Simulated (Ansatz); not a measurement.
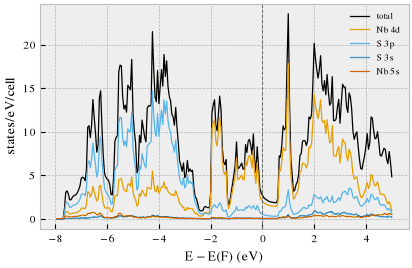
Total and projected density of states of RbNb₆S₈ in space group P-3 (No. 147; Rb on 1b, Nb on 6g, S on 2d, S on 6g), LDA (plane waves, PAW; program Ansatz)

Question: Which orbitals carry the states next to the Fermi level?

Answer: Within 0.5 eV of the Fermi level: Nb 4d 78 %, S 3p 17 %. Projections are on Löwdin-orthogonalised atomic valence shells; empty p or d shells of many metals are not among them.

Question: Where is the tallest occupied peak in this window, and what makes it?

Answer: Near -4.2 eV, about 21 states/eV per cell; the largest projected share is S 3p.

The workflow started from a Materials Project entry (that database holds measured and hypothetical structures alike); the Crystallography Open Database copy checked does not list it. Its standing as an ambient phase is unchecked. The LDA relaxation kept the symmetry of its start; its stability against distortions is not shown here. No spin polarisation was allowed. With an odd number of electrons in the cell and no spin polarisation, the count alone makes it a metal. Scalar-relativistic: spin–orbit coupling is off unless named, which matters more the heavier the elements.

Potentials: the later of the program's two PAW sets.
